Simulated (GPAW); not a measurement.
# Optical response of GeBi3, part 2 of 2

Aim: the dielectric function of GeBi3, and the optical constants that follow from it.

GPAW 26.7.0; DFT, PBE, plane-wave PAW (GPAW data sets), scalar-relativistic, RPA, optical limit.

So far. Step 2 (Ground state): There are states at the Fermi level within the smearing, so the occupations stay smeared and the carriers get a Drude term.

## Step 4: Dielectric function, RPA

Local fields let the induced charge screen the field inside the cell, which as a rule lowers ε, most along directions where the density is uneven.

This step: DFT, PBE, plane-wave PAW (GPAW data sets), scalar-relativistic, RPA, optical limit (GPAW 26.7.0).

df.py reads:

```python
from gpaw.response.df import DielectricFunction

df = DielectricFunction('full.gpw', frequencies={'type': 'nonlinear', 'domega0': 0.03, 'omega2': 8},
                        ecut=50,
                        eta=0.1,
                        nbands=41,
                        rate=0.05,
                        txt='df.txt')
for direction in ['x']:
    df.get_dielectric_function(xc='RPA', direction=direction, filename=f'df_{direction}.csv')
```

The run is started by

```console
$ OMP_NUM_THREADS=1 python df.py
```

What it wrote:

```text
Using integrator: PointIntegrator
NonLinearFrequencyDescriptor(from 0.000 to 37.002 eV, 424 points)
Nonperiodic BCs:  [False False False]
Using integrator: PointIntegrator
NonLinearFrequencyDescriptor(from 0.000 to 37.002 eV, 424 points)
Nonperiodic BCs:  [False False False]
Using integrator: PointIntegrator

Calculating chi0 body with:
    Ground state adapter containing:
    Number of spins: 1
    Number of kpoints: 512
    Number of irreducible kpoints: 29
    Number of completely occupied states: 21
    Number of partially occupied states: 28

    Linear response parametrization:
    q_c: [0.0, 0.0, 0.0]
    Number of frequency points: 424
    Planewave cutoff: 50.0
    Number of bands: 41
    Number of planewaves: 89
    Broadening (eta): 0.1

Integrating chi0 body.

Symmetries of q_c:
    Direct symmetries (Uq -> q): 48
    Indirect symmetries (TUq -> q): 0
In total 48 allowed symmetries.

29 groups of equivalent kpoints. 94.3359375% reduction.

Integral kind: spectral function

Calculating chi0 optical extensions with:
    Ground state adapter containing:
    Number of spins: 1
    Number of kpoints: 512
    Number of irreducible kpoints: 29
    Number of completely occupied states: 21
    Number of partially occupied states: 28

    Linear response parametrization:
    Number of frequency points: 424
    Planewave cutoff: 50.0
    Number of bands: 41
    Number of planewaves: 89
    Broadening (eta): 0.1
Integrating chi0 head and wings.

Symmetries of q_c:
    Direct symmetries (Uq -> q): 48
    Indirect symmetries (TUq -> q): 0
In total 48 allowed symmetries.

29 groups of equivalent kpoints. 94.3359375% reduction.

Integral kind: spectral function wings

Calculating drude chi0 with:
    Number of frequency points:424
    Plasma frequency decay rate: 0.05 eV

    Ground state adapter containing:
    Number of spins: 1
    Number of kpoints: 512
    Number of irreducible kpoints: 29
    Number of completely occupied states: 21
    Number of partially occupied states: 28

Symmetries of q_c:
    Direct symmetries (Uq -> q): 48
    Indirect symmetries (TUq -> q): 0
In total 48 allowed symmetries.

29 groups of equivalent kpoints. 94.3359375% reduction.

Integral kind: intraband
Plasma frequency:
[[13.31-0.j  0.  -0.j  0.  +0.j]
 [ 0.  -0.j 13.31-0.j  0.  +0.j]
 [ 0.  +0.j  0.  +0.j 13.31-0.j]]
```

Run time: 17 s. Hardware: 1 thread of Arm Neoverse V2, shared host; peak memory 0.43 GiB.

Some rows of df_x.csv (energy; Re and Im without local fields; Re and Im with them):

```text
0.000000, 71848.173187, -0.000000, 71832.092135, -0.000000
0.366838, -1361.204715, 498.740398, -1361.711491, 500.015703
0.747880, -351.046983, 102.610670, -351.759638, 102.984104
1.143969, -148.482054, 45.008958, -149.787322, 44.730789
1.556014, -80.819228, 18.744819, -81.789427, 18.243462
1.984998, -52.792121, 21.754272, -53.180153, 21.119996
2.431988, -34.592544, 15.429454, -35.331436, 14.359982
2.898142, -30.760647, 13.466776, -30.323640, 12.684815
3.384719, -25.351822, 12.359582, -24.270823, 12.118544
3.893091, -18.209236, 2.687275, -18.255568, 2.600435
4.424758, -10.176633, 4.404009, -10.383601, 3.704220
4.981356, -9.743197, 5.498343, -9.406019, 5.014229
5.564682, -8.529402, 4.851942, -8.104878, 4.478758
6.176709, -8.042671, 1.647674, -7.954010, 1.644365
6.819608, -5.736431, 2.092371, -5.574657, 1.934746
7.495775, -4.940994, 1.012927, -4.895185, 0.981810
8.207861, -3.787463, 0.778800, -3.756717, 0.712526
8.958808, -3.015330, 0.905515, -2.952957, 0.809202
```

Sum at mesh points, not converged in k. Im ε, E ∥ x against photon energy; read off at these points:

| photon energy (eV) | Im ε, E ∥ x |
| --- | --- |
| 1 | 59.8 |
| 2 | 20.4 |
| 3 | 9.90 |
| 4 | 2.19 |
| 5 | 5.11 |
| 6 | 2.49 |
| 7 | 1.70 |
| 8 | 0.891 |
| 9 | 0.765 |

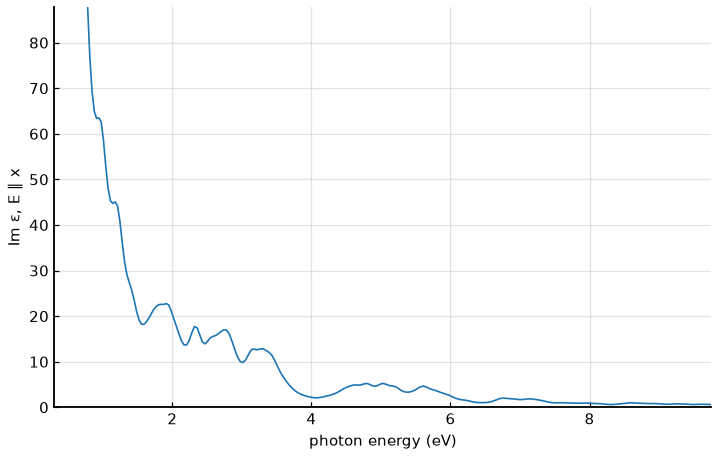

Im ε, E ∥ x, plotted against photon energy. Below 1 eV the curve runs off the scale.

Values under 1 per cm are given as 1; sum at mesh points, not converged in k. Absorption coefficient, E ∥ x against photon energy:

| photon energy (eV) | absorption coefficient, E ∥ x (1/cm) |
| --- | --- |
| 1.01 | 1.4e6 |
| 1.99 | 1.5e6 |
| 3.02 | 1.6e6 |
| 3.98 | 1.6e6 |
| 4.98 | 1.6e6 |
| 6.02 | 1.8e6 |
| 6.99 | 1.7e6 |
| 8.03 | 1.6e6 |
| 9.02 | 1.6e6 |

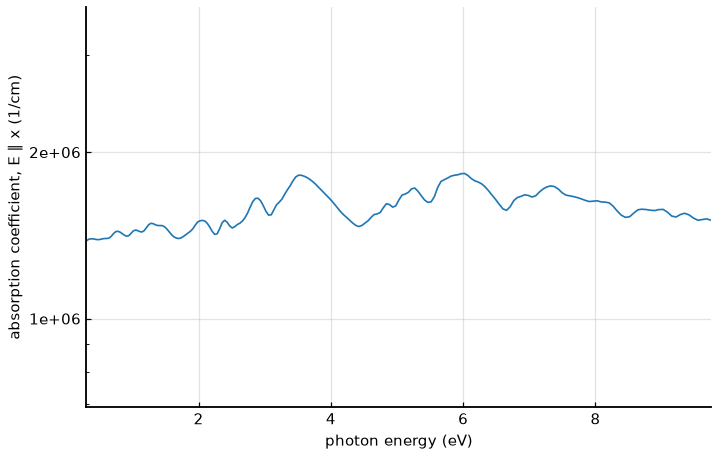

Absorption coefficient, E ∥ x, plotted against photon energy.

Sum at mesh points, not converged in k. Im ε, E ∥ x against photon energy; read off at these points:

| photon energy (eV) | without local fields | with local fields |
| --- | --- | --- |
| 0.5 | 229 | 230 |
| 1.0 | 59.6 | 59.8 |
| 1.5 | 20.8 | 20.3 |
| 2.0 | 21.0 | 20.4 |
| 2.5 | 15.7 | 14.4 |
| 3.0 | 10.8 | 9.90 |
| 3.5 | 9.13 | 9.39 |
| 4.0 | 2.31 | 2.19 |
| 4.5 | 5.11 | 4.33 |
| 5.0 | 5.57 | 5.11 |
| 5.5 | 4.26 | 3.88 |
| 6.0 | 2.43 | 2.49 |
| 6.5 | 1.13 | 1.04 |
| 7.0 | 1.82 | 1.70 |
| 7.5 | 1.01 | 0.983 |
| 8.0 | 0.980 | 0.891 |
| 8.5 | 1.05 | 0.870 |
| 9.0 | 0.857 | 0.765 |
| 9.5 | 0.712 | 0.622 |

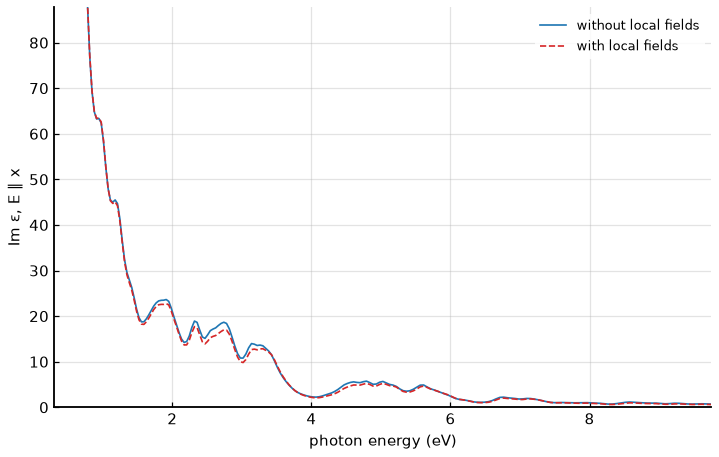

Im ε, E ∥ x against photon energy. Below 1 eV the curve runs off the scale.

The loss function −Im 1/ε at q → 0, E ∥ x has structure finer than the step of the table below, so its rows give means over 0.5 eV, whole bins alone (the curve runs from 0.305 to 9.75 eV). Peaks (eV: height): 5.56: 0.0522, 6.71: 0.0599, 9.62: 0.111.

Sum at mesh points, not converged in k. The loss function −Im 1/ε at q → 0, E ∥ x by energy loss; means over each step:

| energy loss (eV) | loss function −Im 1/ε at q → 0, E ∥ x |
| --- | --- |
| 1.0 | 0.00139 |
| 1.5 | 0.00285 |
| 2.0 | 0.00649 |
| 2.5 | 0.0122 |
| 3.0 | 0.0149 |
| 3.5 | 0.0132 |
| 4.0 | 0.00952 |
| 4.5 | 0.0323 |
| 5.0 | 0.0401 |
| 5.5 | 0.0423 |
| 6.0 | 0.0301 |
| 6.5 | 0.0341 |
| 7.0 | 0.0556 |
| 7.5 | 0.0438 |
| 8.0 | 0.0505 |
| 8.5 | 0.0746 |
| 9.0 | 0.0862 |
| 9.5 | 0.102 |

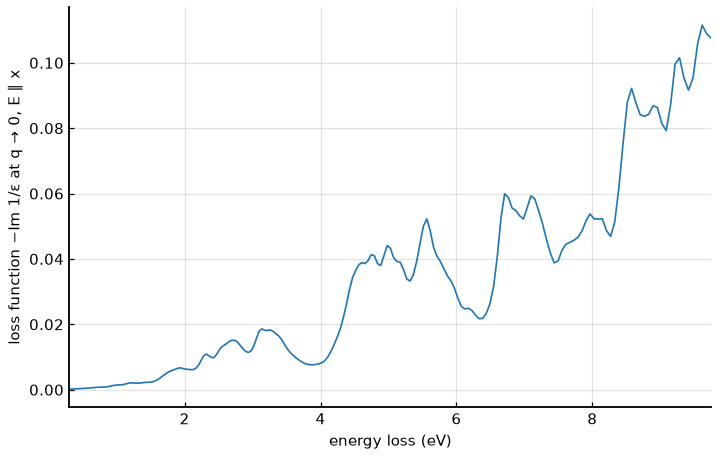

Loss function −Im 1/ε at q → 0, E ∥ x, plotted against energy loss.

The reflectivity at normal incidence, E ∥ x has structure finer than the step of the table below, so its rows give means over 0.5 eV, whole bins alone (the curve runs from 0.305 to 9.75 eV). Peaks (eV: height): 2.94: 88.2, 3.98: 94.0, 5.32: 82.1, 6.39: 90.4, 8.27: 86.8, 9.09: 81.6.

Sum at mesh points, not converged in k. The reflectivity at normal incidence, E ∥ x by photon energy; means over each step:

| photon energy (eV) | reflectivity at normal incidence, E ∥ x (%) |
| --- | --- |
| 1.0 | 96.2 |
| 1.5 | 94.8 |
| 2.0 | 91.0 |
| 2.5 | 86.4 |
| 3.0 | 85.3 |
| 3.5 | 87.6 |
| 4.0 | 93.1 |
| 4.5 | 81.7 |
| 5.0 | 77.8 |
| 5.5 | 78.4 |
| 6.0 | 84.7 |
| 6.5 | 86.5 |
| 7.0 | 79.4 |
| 7.5 | 84.7 |
| 8.0 | 84.8 |
| 8.5 | 81.1 |
| 9.0 | 79.8 |
| 9.5 | 79.0 |

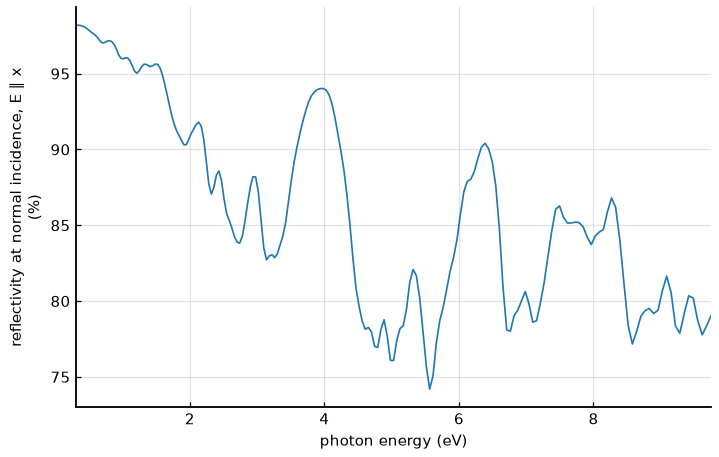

Reflectivity at normal incidence, E ∥ x, plotted against photon energy.

Optical constants at common wavelengths, from n + ik = √ε:

| wavelength (nm) | n | k | R (%) | 1/α |
| --- | --- | --- | --- | --- |
| 1550 | 2.30 | 17.715 | 97.2 | 7.0 nm |
| 1064 | 1.84 | 12.190 | 95.3 | 6.9 nm |
| 633 | 1.48 | 7.460 | 90.4 | 6.8 nm |
| 450 | 1.51 | 5.609 | 84.0 | 6.4 nm |
| 405 | 1.07 | 4.961 | 85.2 | 6.5 nm |
| 248 | 0.80 | 3.186 | 76.1 | 6.2 nm |
| 193 | 0.20 | 2.581 | 90.2 | 6.0 nm |

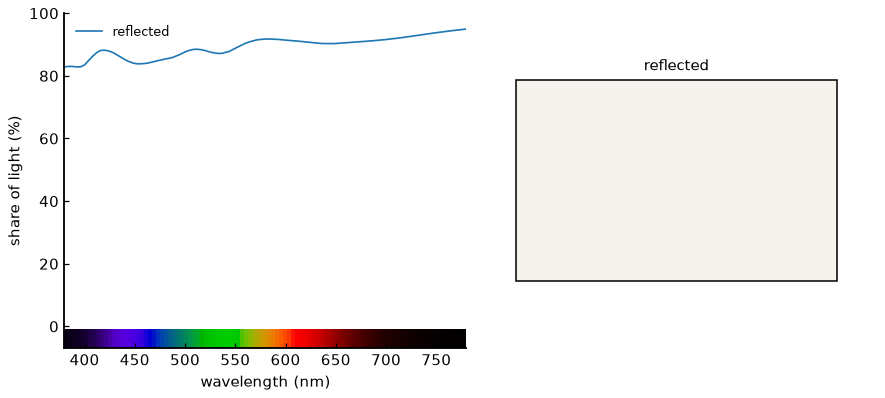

Light reflected across the visible range, with the colour that it makes of daylight (sRGB).

In reflection the computed colour is near white: x = 0.319, y = 0.334, luminous reflectivity 89 %.

## Step 5: Summary of results

What this shows: At this level (PBE, RPA) GeBi3 is a metal. The mesh is too coarse to trust the carriers' weight, the reflectivity or the colour to better than tens of per cent. In reflection the computed colour is near white: x = 0.319, y = 0.334, luminous reflectivity 89 %. The carriers' damping of 0.05 eV is typed, not computed; it shapes the response at the lowest energies. Spin-orbit coupling is left out although heavy atoms are present. The curves end at 10 eV, about where the summed bands run out. GPAW's carrier term has the form −ωp²/(ω + i·rate)², which damps like twice the rate and fails at low energy, so the curves leave the lowest energies out. The sum runs over mesh points 0.18 Å⁻¹ apart with no interpolation, so peaks are partly noise of the mesh, and the Drude plasma energy, a sum over the Fermi surface, isn't converged.

[Machine, clock and banner lines and Python warnings are left out of the logs.]

[Logs are printed without paths, hosts, clocks, repeated set-up lines and the standing remarks that a program may print on its own settings, such as how far it seeks lower states.]

[Hosts, paths, dates, database ids (printed as entryN), source tags and the programs' standing remarks are cut or masked in the printed files.]
